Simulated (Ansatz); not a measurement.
# Run report: P$_{2}$H$_{6}$, molecular dynamics (part 1 of 2)

The run: molecular dynamics of P$_{2}$H$_{6}$. Method and program: RKS PBE0-D4/def2-SVP (Ansatz 0.2.0).

Figures and captions count atoms from 1; the log counts them from 0 in places.

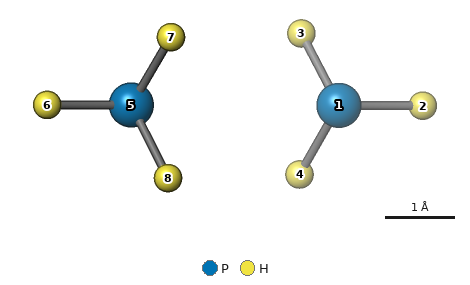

*The starting structure (ball-and-stick view, seen at a tilt; atoms are numbered from 1 in the order of the input).*

### The input
```yaml
crystal:
  periodic: [false, false, false]
  atoms:
    - {symbol: P, position_ang: [0.240123, -0.196851, -1.730950]}
    - {symbol: H, position_ang: [0.427937, -0.358236, -3.130587]}
    - {symbol: H, position_ang: [0.227886, 1.219180, -1.806641]}
    - {symbol: H, position_ang: [-1.171546, -0.298945, -1.819689]}
    - {symbol: P, position_ang: [-0.231704, 0.202767, 1.728781]}
    - {symbol: H, position_ang: [-0.427435, 0.366628, 3.127029]}
    - {symbol: H, position_ang: [1.180862, 0.278906, 1.828297]}
    - {symbol: H, position_ang: [-0.246021, -1.213349, 1.803760]}
basis:
  gaussian: {orbitals: def2-SVP}
hamiltonian: {xc: pbe0, dispersion: d4}
md: {n_steps: 30, timestep: 0.25, temperature: 200, ensemble: nve, seed: 36, initial_velocities: maxwell_boltzmann}
```

Launch command:
```bash
ansatz run in.yaml --threads 2 --pin off --events-out ev --progress --plain --max-ram 5222MiB
```

### The program's output
```
Functional definition: PBE0
  name "PBE0"
  cite "Adamo & Barone, J. Chem. Phys. 110, 6158 (1999) doi:10.1063/1.478522"
  cite "Perdew, Burke & Ernzerhof, Phys. Rev. Lett. 77, 3865 (1996) doi:10.1103/PhysRevLett.77.3865"
  parent pbe
  parameter a = 0.25
  parameter kappa = 0.804
  parameter beta = 0.06672455060314922
  exchange = (1 - a)*pbe_x(kappa = kappa, mu = beta*pi^2/3) + a*exact_x
  correlation = pbe_c(beta = beta)
683 factors; integrals over basis functions are off by at most 3.1e-4 eV
mean field evaluation 1: about -18661.0516 eV, gradient 9.9e0 eV
mean field evaluation 2: about -18661.2886 eV, gradient 6.5e0 eV
mean field evaluation 4: about -18661.4153 eV, gradient 2.4e-1 eV
mean field evaluation 8: about -18661.4146 eV, gradient 1.8e-4 eV
mean field -18661.41461244 eV, -685.7943378459 hartree, gradient 1.4e-5 eV, S^2 0.000000; 0 other end points of the search recorded, 0 dependent functions left out
the calculation of the forces begins
reference -18661.41463414 eV, -685.7943386436 hartree; 18, 18 occupied and 48, 48 virtual orbitals, 683 factors
md step     0: t =     0.00 fs  T =   200.0 K  F+E_penalty+E_count = -18661.50815211 eV  E_kin = 0.155112 eV  conserved = -18661.35304011 eV  (19 SCF iters)
these checks for a lower state are left out or cut short: starts, cluster_reference, orbital_swaps, neighbouring_geometries, increment
683 factors; integrals over basis functions are off by at most 3.1e-4 eV
mean field evaluation 16: about -18661.4146 eV, gradient 2.4e-5 eV
mean field -18661.41459362 eV, -685.7943371544 hartree, gradient 2.4e-5 eV, S^2 0.000000; 0 other end points of the search recorded, 0 dependent functions left out
the calculation of the forces begins
reference -18661.41461533 eV, -685.7943379523 hartree; 18, 18 occupied and 48, 48 virtual orbitals, 683 factors
md step     1: t =     0.25 fs  T =   200.0 K  F+E_penalty+E_count = -18661.50813696 eV  E_kin = 0.155098 eV  conserved = -18661.35303847 eV  (21 SCF iters)
[... from here on the SCF iterations and repeated set-up lines of each step are left out, up to the last step ...]
md step     2: t =     0.50 fs  T =   197.6 K  F+E_penalty+E_count = -18661.50624446 eV  E_kin = 0.153214 eV  conserved = -18661.35303073 eV  (21 SCF iters)
md step     3: t =     0.75 fs  T =   192.9 K  F+E_penalty+E_count = -18661.50259119 eV  E_kin = 0.149574 eV  conserved = -18661.35301758 eV  (19 SCF iters)
md step     4: t =     1.00 fs  T =   186.2 K  F+E_penalty+E_count = -18661.49737978 eV  E_kin = 0.144380 eV  conserved = -18661.35299999 eV  (19 SCF iters)
md step     5: t =     1.25 fs  T =   177.8 K  F+E_penalty+E_count = -18661.49088389 eV  E_kin = 0.137905 eV  conserved = -18661.35297913 eV  (19 SCF iters)
md step     6: t =     1.50 fs  T =   168.2 K  F+E_penalty+E_count = -18661.48342994 eV  E_kin = 0.130474 eV  conserved = -18661.35295616 eV  (19 SCF iters)
md step     7: t =     1.75 fs  T =   157.9 K  F+E_penalty+E_count = -18661.47537768 eV  E_kin = 0.122445 eV  conserved = -18661.35293259 eV  (19 SCF iters)
md step     8: t =     2.00 fs  T =   147.2 K  F+E_penalty+E_count = -18661.46709911 eV  E_kin = 0.114190 eV  conserved = -18661.35290950 eV  (19 SCF iters)
md step     9: t =     2.25 fs  T =   136.8 K  F+E_penalty+E_count = -18661.45895952 eV  E_kin = 0.106071 eV  conserved = -18661.35288804 eV  (19 SCF iters)
md step    10: t =     2.50 fs  T =   126.9 K  F+E_penalty+E_count = -18661.45129935 eV  E_kin = 0.098430 eV  conserved = -18661.35286915 eV  (19 SCF iters)
md step    11: t =     2.75 fs  T =   118.1 K  F+E_penalty+E_count = -18661.44441908 eV  E_kin = 0.091566 eV  conserved = -18661.35285357 eV  (19 SCF iters)
md step    12: t =     3.00 fs  T =   110.5 K  F+E_penalty+E_count = -18661.43856736 eV  E_kin = 0.085726 eV  conserved = -18661.35284180 eV  (19 SCF iters)
md step    13: t =     3.25 fs  T =   104.6 K  F+E_penalty+E_count = -18661.43393264 eV  E_kin = 0.081099 eV  conserved = -18661.35283411 eV  (19 SCF iters)
md step    14: t =     3.50 fs  T =   100.3 K  F+E_penalty+E_count = -18661.43063869 eV  E_kin = 0.077808 eV  conserved = -18661.35283055 eV  (19 SCF iters)
md step    15: t =     3.75 fs  T =    97.9 K  F+E_penalty+E_count = -18661.42874351 eV  E_kin = 0.075913 eV  conserved = -18661.35283095 eV  (19 SCF iters)
md step    16: t =     4.00 fs  T =    97.2 K  F+E_penalty+E_count = -18661.42824148 eV  E_kin = 0.075406 eV  conserved = -18661.35283502 eV  (19 SCF iters)
md step    17: t =     4.25 fs  T =    98.3 K  F+E_penalty+E_count = -18661.42906817 eV  E_kin = 0.076226 eV  conserved = -18661.35284231 eV  (20 SCF iters)
md step    18: t =     4.50 fs  T =   100.9 K  F+E_penalty+E_count = -18661.43110698 eV  E_kin = 0.078255 eV  conserved = -18661.35285231 eV  (20 SCF iters)
md step    19: t =     4.75 fs  T =   104.9 K  F+E_penalty+E_count = -18661.43419734 eV  E_kin = 0.081333 eV  conserved = -18661.35286448 eV  (21 SCF iters)
md step    20: t =     5.00 fs  T =   109.9 K  F+E_penalty+E_count = -18661.43814344 eV  E_kin = 0.085265 eV  conserved = -18661.35287824 eV  (20 SCF iters)
md step    21: t =     5.25 fs  T =   115.8 K  F+E_penalty+E_count = -18661.44272334 eV  E_kin = 0.089830 eV  conserved = -18661.35289305 eV  (20 SCF iters)
md step    22: t =     5.50 fs  T =   122.2 K  F+E_penalty+E_count = -18661.44769797 eV  E_kin = 0.094790 eV  conserved = -18661.35290840 eV  (20 SCF iters)
md step    23: t =     5.75 fs  T =   128.8 K  F+E_penalty+E_count = -18661.45281968 eV  E_kin = 0.099896 eV  conserved = -18661.35292378 eV  (19 SCF iters)
md step    24: t =     6.00 fs  T =   135.3 K  F+E_penalty+E_count = -18661.45784057 eV  E_kin = 0.104902 eV  conserved = -18661.35293873 eV  (19 SCF iters)
md step    25: t =     6.25 fs  T =   141.3 K  F+E_penalty+E_count = -18661.46252040 eV  E_kin = 0.109568 eV  conserved = -18661.35295280 eV  (19 SCF iters)
md step    26: t =     6.50 fs  T =   146.6 K  F+E_penalty+E_count = -18661.46663419 eV  E_kin = 0.113669 eV  conserved = -18661.35296549 eV  (19 SCF iters)
md step    27: t =     6.75 fs  T =   150.9 K  F+E_penalty+E_count = -18661.46998000 eV  E_kin = 0.117004 eV  conserved = -18661.35297644 eV  (19 SCF iters)
md step    28: t =     7.00 fs  T =   154.0 K  F+E_penalty+E_count = -18661.47238614 eV  E_kin = 0.119401 eV  conserved = -18661.35298506 eV  (19 SCF iters)
md step    29: t =     7.25 fs  T =   155.7 K  F+E_penalty+E_count = -18661.47371911 eV  E_kin = 0.120728 eV  conserved = -18661.35299093 eV  (19 SCF iters)
these checks for a lower state are left out or cut short: starts, cluster_reference, orbital_swaps, neighbouring_geometries, increment
683 factors; integrals over basis functions are off by at most 3.4e-4 eV
mean field -18661.38037394 eV, -685.7930796044 hartree, gradient 1.8e-5 eV, S^2 0.000000; 0 other end points of the search recorded, 0 dependent functions left out
the calculation of the forces begins
reference -18661.38039580 eV, -685.7930804076 hartree; 18, 18 occupied and 48, 48 virtual orbitals, 683 factors
683 factors; integrals over basis functions are off by at most 3.4e-4 eV
mean field -18661.38037394 eV, -685.7930796044 hartree, gradient 1.8e-5 eV, S^2 0.000000; 1 other end points of the search recorded, 0 dependent functions left out
the calculation of the forces begins
reference -18661.38039580 eV, -685.7930804076 hartree; 18, 18 occupied and 48, 48 virtual orbitals, 683 factors
md step    30: t =     7.50 fs  T =   155.9 K  F+E_penalty+E_count = -18661.47389071 eV  E_kin = 0.120897 eV  conserved = -18661.35299361 eV  (21 SCF iters)
```

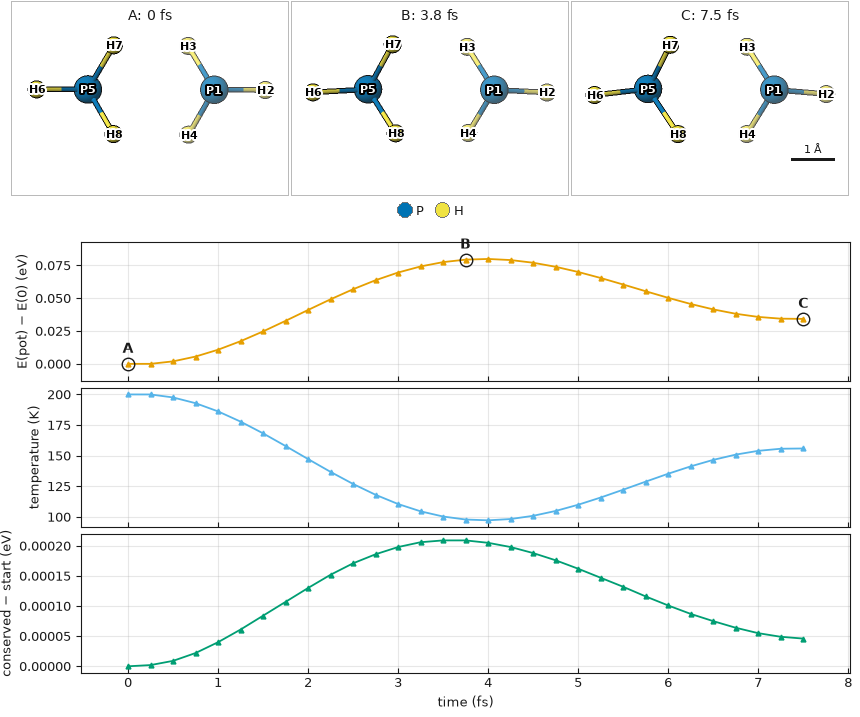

*Frames of the molecular dynamics (ball-and-stick, seen at an oblique angle) above the curves, on which the letters mark them.*

The trajectory kept here has 31 frames over 7.5 fs. The temperature starts at 200 K, ranges from 97 to 200 K and averages 126 K over the second half. The potential energy ends 0.034 eV above its first value. The conserved quantity stays within 0.00021 eV. After an unweighted best fit of the last frame on the first, the root-mean-square displacement is 0.09 Å.

```
Total energy: -18661.47391257 eV, -685.7965170855 hartree
Atom 0 at     0.241234    -0.197186    -1.729805 Å, force    -0.734186     0.199826    -0.017216 eV/Å
Atom 1 at     0.379470    -0.442046    -3.137589 Å, force     0.079032     0.208891     0.078177 eV/Å
Atom 2 at     0.177537     1.237288    -1.817241 Å, force     0.231317    -0.226244    -0.159982 eV/Å
Atom 3 at    -1.204688    -0.251060    -1.820656 Å, force     0.423967    -0.173965     0.130267 eV/Å
Atom 4 at    -0.224524     0.205833     1.728273 Å, force     0.046426    -0.259730    -0.091132 eV/Å
Atom 5 at    -0.580646     0.322311     3.116907 Å, force     0.135361    -0.144447    -0.153974 eV/Å
Atom 6 at     1.188248     0.282550     1.951364 Å, force    -0.135963     0.007417     0.061362 eV/Å
Atom 7 at    -0.223020    -1.238776     1.689817 Å, force    -0.045954     0.388252     0.152497 eV/Å
Dipole moment:    -0.002907    -0.011060     0.010775 e Å
```

### Trajectory as extended XYZ (Å, eV, eV/Å), 31 frames, from step=0 to step=30
```
8
Properties=species:S:1:pos:R:3:forces:R:3 step=0 time_fs=0.0 energy=-18661.50815 temperature=200.0
P     0.2401   -0.1969   -1.7309    0.1467  -0.1371   0.2354
H     0.4279   -0.3582   -3.1306    0.0286  -0.0250  -0.1774
H     0.2279    1.2192   -1.8066    0.0005   0.1858  -0.0116
H    -1.1715   -0.2989   -1.8197   -0.1856  -0.0150  -0.0134
P    -0.2317    0.2028    1.7288   -0.1424   0.1396  -0.2359
H    -0.4274    0.3666    3.1270   -0.0295   0.0252   0.1771
H     1.1809    0.2789    1.8283    0.1852   0.0122   0.0145
H    -0.2460   -1.2133    1.8038   -0.0035  -0.1856   0.0112
8
Properties=species:S:1:pos:R:3:forces:R:3 step=1 time_fs=0.2 energy=-18661.50814 temperature=200.0
P     0.2400   -0.1968   -1.7309    0.2216  -0.1526   0.1784
H     0.4262   -0.3622   -3.1335    0.0248  -0.0068  -0.1098
H     0.2252    1.2185   -1.8062    0.0135   0.2004  -0.0218
H    -1.1681   -0.2962   -1.8199   -0.2696  -0.0321  -0.0127
P    -0.2315    0.2027    1.7286   -0.1083   0.2251  -0.1066
H    -0.4341    0.3664    3.1328   -0.0027   0.0004   0.0335
H     1.1834    0.2790    1.8322    0.1274   0.0112   0.0170
H    -0.2450   -1.2109    1.7992   -0.0066  -0.2458   0.0220
8
Properties=species:S:1:pos:R:3:forces:R:3 step=2 time_fs=0.5 energy=-18661.50624 temperature=197.6
P     0.2400   -0.1968   -1.7308    0.2942  -0.1661   0.1207
H     0.4245   -0.3662   -3.1365    0.0209   0.0118  -0.0416
H     0.2225    1.2180   -1.8057    0.0265   0.2124  -0.0319
H    -1.1647   -0.2935   -1.8200   -0.3513  -0.0488  -0.0120
P    -0.2313    0.2027    1.7284   -0.0736   0.3073   0.0197
H    -0.4409    0.3661    3.1387    0.0245  -0.0236  -0.1061
H     1.1860    0.2792    1.8362    0.0684   0.0101   0.0189
H    -0.2441   -1.2086    1.7946   -0.0096  -0.3031   0.0324
8
Properties=species:S:1:pos:R:3:forces:R:3 step=3 time_fs=0.8 energy=-18661.50259 temperature=192.9
P     0.2399   -0.1968   -1.7307    0.3632  -0.1776   0.0631
H     0.4228   -0.3702   -3.1394    0.0171   0.0305   0.0261
H     0.2199    1.2176   -1.8053    0.0393   0.2215  -0.0417
H    -1.1616   -0.2908   -1.8202   -0.4293  -0.0649  -0.0112
P    -0.2311    0.2027    1.7283   -0.0389   0.3852   0.1414
H    -0.4476    0.3659    3.1445    0.0518  -0.0469  -0.2402
H     1.1886    0.2793    1.8401    0.0091   0.0087   0.0203
H    -0.2431   -1.2064    1.7901   -0.0123  -0.3566   0.0424
8
Properties=species:S:1:pos:R:3:forces:R:3 step=4 time_fs=1.0 energy=-18661.49738 temperature=186.2
P     0.2399   -0.1968   -1.7306    0.4271  -0.1868   0.0064
H     0.4212   -0.3741   -3.1424    0.0134   0.0493   0.0925
H     0.2172    1.2174   -1.8049    0.0520   0.2277  -0.0513
H    -1.1588   -0.2881   -1.8204   -0.5022  -0.0803  -0.0103
P    -0.2309    0.2026    1.7281   -0.0046   0.4574   0.2571
H    -0.4542    0.3656    3.1501    0.0789  -0.0691  -0.3673
H     1.1912    0.2794    1.8441   -0.0497   0.0072   0.0212
H    -0.2421   -1.2045    1.7856   -0.0149  -0.4054   0.0519
8
Properties=species:S:1:pos:R:3:forces:R:3 step=5 time_fs=1.2 energy=-18661.49088 temperature=177.8
P     0.2398   -0.1967   -1.7305    0.4845  -0.1936  -0.0488
H     0.4195   -0.3780   -3.1453    0.0101   0.0679   0.1567
H     0.2146    1.2172   -1.8045    0.0645   0.2307  -0.0607
H    -1.1562   -0.2855   -1.8206   -0.5687  -0.0949  -0.0092
P    -0.2307    0.2026    1.7279    0.0289   0.5230   0.3658
H    -0.4609    0.3653    3.1555    0.1055  -0.0901  -0.4863
H     1.1938    0.2796    1.8480   -0.1074   0.0055   0.0217
H    -0.2412   -1.2028    1.7811   -0.0173  -0.4485   0.0608
8
Properties=species:S:1:pos:R:3:forces:R:3 step=6 time_fs=1.5 energy=-18661.48343 temperature=168.2
P     0.2398   -0.1967   -1.7304    0.5342  -0.1978  -0.1017
H     0.4178   -0.3819   -3.1482    0.0070   0.0863   0.2181
H     0.2121    1.2172   -1.8042    0.0767   0.2306  -0.0697
H    -1.1540   -0.2829   -1.8208   -0.6275  -0.1086  -0.0077
P    -0.2305    0.2026    1.7277    0.0610   0.5809   0.4665
H    -0.4674    0.3649    3.1606    0.1314  -0.1099  -0.5965
H     1.1964    0.2797    1.8520   -0.1632   0.0038   0.0218
H    -0.2402   -1.2014    1.7767   -0.0196  -0.4853   0.0692
8
Properties=species:S:1:pos:R:3:forces:R:3 step=7 time_fs=1.8 energy=-18661.47538 temperature=157.9
P     0.2397   -0.1967   -1.7303    0.5748  -0.1995  -0.1519
H     0.4162   -0.3858   -3.1509    0.0044   0.1042   0.2760
H     0.2095    1.2174   -1.8038    0.0888   0.2273  -0.0784
H    -1.1522   -0.2805   -1.8210   -0.6775  -0.1214  -0.0058
P    -0.2303    0.2026    1.7276    0.0914   0.6304   0.5586
H    -0.4739    0.3644    3.1654    0.1563  -0.1282  -0.6970
H     1.1988    0.2799    1.8560   -0.2164   0.0020   0.0215
H    -0.2393   -1.2003    1.7723   -0.0217  -0.5149   0.0770
8
Properties=species:S:1:pos:R:3:forces:R:3 step=8 time_fs=2.0 energy=-18661.46710 temperature=147.2
P     0.2397   -0.1967   -1.7302    0.6054  -0.1985  -0.1989
H     0.4145   -0.3895   -3.1534    0.0022   0.1216   0.3298
H     0.2071    1.2177   -1.8036    0.1005   0.2210  -0.0868
H    -1.1508   -0.2780   -1.8212   -0.7176  -0.1331  -0.0035
P    -0.2301    0.2026    1.7274    0.1197   0.6706   0.6417
H    -0.4803    0.3639    3.1698    0.1800  -0.1450  -0.7876
H     1.2011    0.2801    1.8601   -0.2666   0.0002   0.0210
H    -0.2383   -1.1994    1.7679   -0.0236  -0.5368   0.0843
8
Properties=species:S:1:pos:R:3:forces:R:3 step=9 time_fs=2.2 energy=-18661.45896 temperature=136.8
P     0.2397   -0.1967   -1.7301    0.6252  -0.1950  -0.2423
H     0.4129   -0.3932   -3.1557    0.0004   0.1384   0.3789
H     0.2047    1.2181   -1.8034    0.1119   0.2115  -0.0947
H    -1.1498   -0.2757   -1.8214   -0.7469  -0.1438  -0.0007
P    -0.2298    0.2027    1.7273    0.1457   0.7012   0.7153
H    -0.4866    0.3633    3.1736    0.2022  -0.1603  -0.8678
H     1.2033    0.2802    1.8641   -0.3131  -0.0015   0.0204
H    -0.2374   -1.1989    1.7636   -0.0254  -0.5505   0.0910
```
